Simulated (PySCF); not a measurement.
# BH3F− (SMILES [H][B-]([H])([H])F) at 5 levels

Aim: a comparison of 5 runs (B2PLYP/STO-3G, UPBE0/STO-3G, UMP2/STO-3G, NEVPT2(2,2)/STO-3G, UCCSD(T)/STO-3G) of BH3F−. The job is set up through a Python script.

The calculation is run with PySCF 2.14.0.

## (1) The system as given

BH3F−: 5 atoms, total charge -1, spin state singlet. As SMILES, `[H][B-]([H])([H])F`. The B1–H4 distance was set to 1.473 Å, away from the relaxed value.

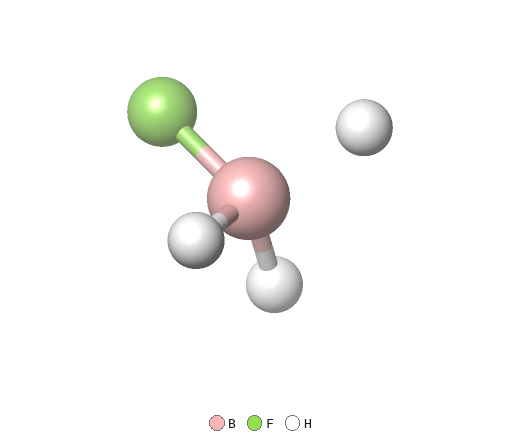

Viewed from a chosen angle; boron pink, fluorine green, hydrogen white.

## (2) The energy at B2PLYP/STO-3G (run 1)

Contents of job.py:

```python
from pyscf import gto, dft, mp

mol = gto.M(
    atom='''
B        0.117694      -0.202104       0.016274
F        0.130544      -0.223404       1.462634
H        1.278114      -0.190744      -0.380866
H       -0.590550       1.012650      -0.424140
H       -0.463626      -1.206254      -0.380296
''',
    charge=-1,
    max_memory=1860,
    verbose=4,
    basis='sto-3g',
)

myscf = dft.RKS(mol, xc='0.53*HF + 0.47*B88, 0.73*LYP')
myscf.conv_tol = 1e-10
myscf.grids.level = 5
myscf.kernel()
if not myscf.converged:
    myscf = myscf.newton().run(myscf.mo_coeff, myscf.mo_occ)

pt = mp.MP2(myscf, frozen=2).run()
e_tot = myscf.e_tot + 0.27 * pt.e_corr
print('PT2 part  %.8f' % (0.27 * pt.e_corr))
print('Final energy', e_tot)
```

On the command line:

```
$ OMP_NUM_THREADS=1 python job.py
```

Standard output:

```text
PySCF version 2.14.0

[INPUT] num. atoms = 5
[INPUT] num. electrons = 18
[INPUT] charge = -1
[INPUT] spin (= nelec alpha-beta = 2S) = 0
[INPUT] symmetry False subgroup None
[INPUT] Mole.unit = angstrom
[INPUT] Symbol           X                Y                Z      unit          X                Y                Z       unit  Magmom
[INPUT]  1 B      0.117694000000  -0.202104000000   0.016274000000 AA    0.222409426505  -0.381921208679   0.030753402951 Bohr   0.0
[INPUT]  2 F      0.130544000000  -0.223404000000   1.462634000000 AA    0.246692407205  -0.422172375132   2.763977680477 Bohr   0.0
[INPUT]  3 H      1.278114000000  -0.190744000000  -0.380866000000 AA    2.415285415972  -0.360453919904  -0.719732430159 Bohr   0.0
[INPUT]  4 H     -0.590550000000   1.012650000000  -0.424140000000 AA   -1.115977762862   1.913631160041  -0.801508438473 Bohr   0.0
[INPUT]  5 H     -0.463626000000  -1.206254000000  -0.380296000000 AA   -0.876126164228  -2.279489696661  -0.718655286268 Bohr   0.0

nuclear repulsion = 29.7082338290433
number of shells = 9
number of NR pGTOs = 39
number of NR cGTOs = 13
basis = sto-3g
ecp = {}

******** <class 'pyscf.dft.rks.RKS'> ********
method = RKS
initial guess = minao
damping factor = 0
level_shift factor = 0
DIIS = <class 'pyscf.scf.diis.CDIIS'>
diis_start_cycle = 1
diis_space = 8
diis_damp = 0
SCF conv_tol = 1e-10
SCF conv_tol_grad = None
SCF max_cycles = 50
direct_scf = True
direct_scf_tol = 1e-13
XC library pyscf.dft.libxc version 7.0.0
    S. Lehtola, C. Steigemann, M. J.T. Oliveira, and M. A.L. Marques.,  SoftwareX 7, 1–5 (2018)
XC functionals = 0.53*HF + 0.47*B88, 0.73*LYP
    A. D. Becke.,  Phys. Rev. A 38, 3098 (1988)
    C. Lee, W. Yang, and R. G. Parr.,  Phys. Rev. B 37, 785 (1988)
    B. Miehlich, A. Savin, H. Stoll, and H. Preuss.,  Chem. Phys. Lett. 157, 200 (1989)
radial grids:
    Treutler-Ahlrichs [JCP 102, 346 (1995); DOI:10.1063/1.469408] (M4) radial grids

becke partition: Becke, JCP 88, 2547 (1988); DOI:10.1063/1.454033
pruning grids: <function nwchem_prune>
grids dens level: 5
symmetrized grids: False
atomic radii adjust function: <function treutler_atomic_radii_adjust>
small_rho_cutoff = 0
Set gradient conv threshold to 1e-05
Initial guess from minao.
tot grids = 157656
init E= -124.19791163792
  HOMO = -0.274861848849204  LUMO = 0.306529740189015  gap/eV = 15.82047
cycle= 1 E= -124.382816342149  delta_E= -0.185  |g|= 0.303  |ddm|= 2.19
  HOMO = 0.180569220092396  LUMO = 0.72543077983113  gap/eV = 14.82644
cycle= 2 E= -124.420450204154  delta_E= -0.0376  |g|= 0.125  |ddm|= 0.712
  HOMO = 0.0904976828204126  LUMO = 0.74797986319408  gap/eV = 17.89100
cycle= 3 E= -124.426213998798  delta_E= -0.00576  |g|= 0.0148  |ddm|= 0.206
  HOMO = 0.0873637094989244  LUMO = 0.743308390371428  gap/eV = 17.84916
cycle= 4 E= -124.426321955152  delta_E= -0.000108  |g|= 0.00416  |ddm|= 0.0307
  HOMO = 0.0879472001447982  LUMO = 0.744534308601907  gap/eV = 17.86665
cycle= 5 E= -124.426329679937  delta_E= -7.72e-06  |g|= 0.00032  |ddm|= 0.00724
  HOMO = 0.0879808794246097  LUMO = 0.744626417246178  gap/eV = 17.86824
cycle= 6 E= -124.426329759252  delta_E= -7.93e-08  |g|= 3.2e-05  |ddm|= 0.000975
  HOMO = 0.0879566601641782  LUMO = 0.744606541836474  gap/eV = 17.86835
cycle= 7 E= -124.426329759931  delta_E= -6.79e-10  |g|= 1.83e-06  |ddm|= 8.3e-05
  HOMO = 0.0879559399545826  LUMO = 0.744607423869207  gap/eV = 17.86840
cycle= 8 E= -124.426329759933  delta_E= -1.56e-12  |g|= 1.98e-07  |ddm|= 3.97e-06
  HOMO = 0.0879559393792052  LUMO = 0.744607408533671  gap/eV = 17.86840
Extra cycle  E= -124.426329759933  delta_E= -1.14e-13  |g|= 6.02e-08  |ddm|= 4.72e-07
converged SCF energy = -124.426329759933

******** <class 'pyscf.mp.mp2.RMP2'> ********
nocc = 7, nmo = 11
frozen orbitals 2
E(RMP2) = -124.505580003155  E_corr = -0.0792502432218001
E(SCS-RMP2) = -124.515376547764  E_corr = -0.0890467878307764
E_corr(same-spin) = -0.00698481234851967
E_corr(oppo-spin) = -0.0722654308732804
PT2 part  -0.02139757
Final energy -124.44772732560267
```

Run time: 2.1 s. Hardware: 1 thread of Arm Neoverse V1, shared host; peak memory 0.17 GiB.

## (3) The energy at UPBE0/STO-3G (run 2)

Contents of job.py:

```python
from pyscf import gto, dft

mol = gto.M(
    atom=[
    ('B', (0.117694, -0.202104, 0.016274)),
    ('F', (0.130544, -0.223404, 1.462634)),
    ('H', (1.278114, -0.190744, -0.380866)),
    ('H', (-0.590550, 1.012650, -0.424140)),
    ('H', (-0.463626, -1.206254, -0.380296)),
],
    verbose=3,
    max_memory=1860,
    charge=-1,
    basis='sto-3g',
)

mf = dft.UKS(mol, xc='pbe0')
mf.grids.level = 5
mf.conv_tol = 1e-10
mf.kernel()
if not mf.converged:
    mf = mf.newton().run(mf.mo_coeff, mf.mo_occ)
for _ in range(3):
    mo, _, stable, _ = mf.stability(return_status=True)
    if stable:
        break
    mf.kernel(mf.make_rdm1(mo, mf.mo_occ))

etot = mf.e_tot
print(f'total energy: {etot:.8f} hartree')
```

On the command line:

```
$ OMP_NUM_THREADS=1 python job.py
```

Standard output:

```text
converged SCF energy = -124.504794212797  <S^2> = 2.4620306e-12  2S+1 = 1
<class 'pyscf.dft.uks.UKS'> wavefunction is stable in the internal stability analysis
total energy: -124.50479421 hartree
```

Run time: 6 s. Hardware: 1 thread of Arm Neoverse V1, shared host; peak memory 0.35 GiB.

Runs 3 to 4 aren't shown in full; the table further down has their settings and results.

## (4) The energy at UCCSD(T)/STO-3G (run 5)

Contents of job.py:

```python
from pyscf import gto, scf, cc

system = gto.Mole()
system.atom = [
    ('B', (0.117694, -0.202104, 0.016274)),
    ('F', (0.130544, -0.223404, 1.462634)),
    ('H', (1.278114, -0.190744, -0.380866)),
    ('H', (-0.590550, 1.012650, -0.424140)),
    ('H', (-0.463626, -1.206254, -0.380296)),
]
system.verbose = 3
system.basis = 'sto-3g'
system.max_memory = 1860
system.charge = -1
system.build()

hf = scf.UHF(system)
hf.conv_tol = 1e-10
hf.kernel()
if not hf.converged:
    hf = hf.newton().run(hf.mo_coeff, hf.mo_occ)
for _ in range(3):
    mo, _, stable, _ = hf.stability(return_status=True)
    if stable:
        break
    hf.kernel(hf.make_rdm1(mo, hf.mo_occ))

mycc = cc.CCSD(hf, frozen=2)
mycc.kernel()
e_t = mycc.ccsd_t()
etot = mycc.e_tot + e_t
print('Final energy', etot)
```

On the command line:

```
$ OMP_NUM_THREADS=1 python job.py
```

Standard output:

```text
converged SCF energy = -124.01637091586  <S^2> = 5.6186167e-12  2S+1 = 1
<class 'pyscf.scf.uhf.UHF'> wavefunction is stable in the internal stability analysis
E(UCCSD) = -124.0991677799562  E_corr = -0.08279686409614205
UCCSD(T) correction = -0.00126678323815773
Final energy -124.10043456319433
```

It took 0.97 s on 1 thread of Arm Neoverse V1, shared host; peak memory 0.12 GiB.

## (5) The series

```csv
run,level,frozen core orbitals,follow instability,energy (Eh),HOMO energy (eV),LUMO energy (eV),HOMO–LUMO gap (eV),wall time
1,B2PLYP/STO-3G,2,–,-124.447727,2.39,20.26,17.87,2.1 s
2,UPBE0/STO-3G,–,yes,-124.504794,4.37,18.43,14.06,6 s
3,UMP2/STO-3G,2,yes,-124.076046,-0.52,23.66,24.19,0.89 s
4,"NEVPT2(2,2)/STO-3G",–,–,-124.083871,-0.52,23.66,24.19,1.1 s
5,UCCSD(T)/STO-3G,2,yes,-124.100435,-0.52,23.66,24.19,0.97 s
```

## (6) Results

| quantity | value |
| --- | --- |
| run 5: total energy | -124.10043 Eh |
| run 5: HOMO energy (Hartree–Fock orbitals) | -0.52 eV |
| run 5: LUMO energy (Hartree–Fock orbitals) | 23.66 eV |
| run 5: HOMO–LUMO gap (to an unbound level, set by the basis) | 24.19 eV |
| run 5: correlation energy (2 core orbitals frozen) | -84.1 mEh |
| run 5: (T) correction | -1.27 mEh |
| run 5: T1 diagnostic | 0.008 |

Totals of different functionals can't be ranked against each other. In runs 1, 2 the HOMO lies above zero, so the outermost electron may be held by the basis alone. In runs 1, 2, 3, 4, 5 the basis is minimal, so the values are rough. All runs together took 11 s, the longest 6 s.
